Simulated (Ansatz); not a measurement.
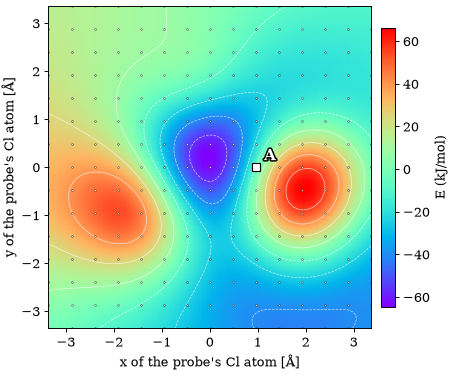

FH₂NSeSi (SMILES N=[Si](F)[SeH]) with the probe Cl-. The probe is moved over a plane parallel to the molecule's main plane, 2.70 Å above it. Coordinates scanned: (1) x of the probe's Cl atom; (2) y of the probe's Cl atom. Nothing is relaxed (molecule and probe rigid). The grid has 15 × 15 points. Points are written as (first, second). Energies: kJ/mol, counted from molecule and probe far apart, each relaxed in its own basis (no counterpoise correction). Computed with Ansatz, RHF/def2-SVPD.

In the figure: a smooth colour map with a few white contour lines, dots at the grid points, the point A. Between grid points the surface is interpolated.

### Which way does the force act at A, and how strong is it?

A, at (0.96 Å, 0.00 Å), is not a stationary point. The computed force is 1 eV/Å in the plane, pointing left in the picture (components −1.0 and 0.3 eV/Å).
